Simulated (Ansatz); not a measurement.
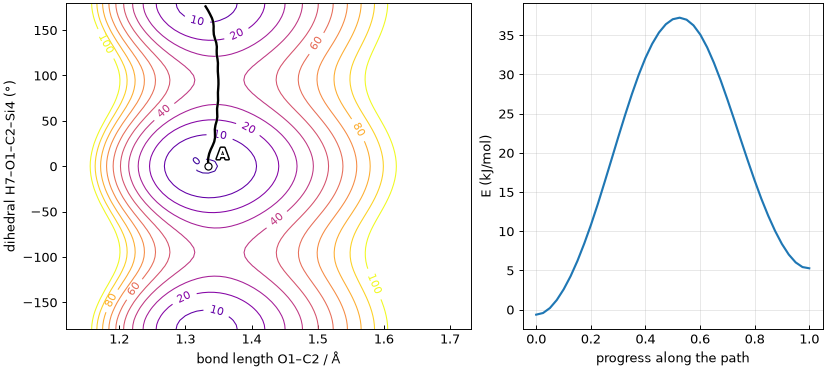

C₂H₂ClFOSi, SMILES OC1=C[Si]1(F)Cl. The first coordinate is: bond length O1–C2; the second: dihedral H7–O1–C2–Si4. Nothing is relaxed (all other coordinates rigid). Grid: 9 × 10 points. Points are written as (first, second). All energies are given in kJ/mol relative to the lowest grid point. These are results of RKS r2SCAN-D4/def2-SVP in Ansatz 0.2.0, not measurements.

In the figure: contour lines labelled in kJ/mol (none above 100), a line along the lowest path, the energy along the path at the right, the start A. Between grid points the surface is interpolated.

### Describe the path and its barrier.

The easiest path leads from the well at about (1.33 Å, 0°) to the well at about (1.33 Å, −180°), about 5.9 kJ/mol higher. Its highest point lies about 38 kJ/mol above the bottom of the first well on the interpolated surface, at about (1.35 Å, 95°). Seen from the upper well the barrier is about 32 kJ/mol. The start is the relaxed structure and all else is held, so a fully relaxed path at this level can only be lower.
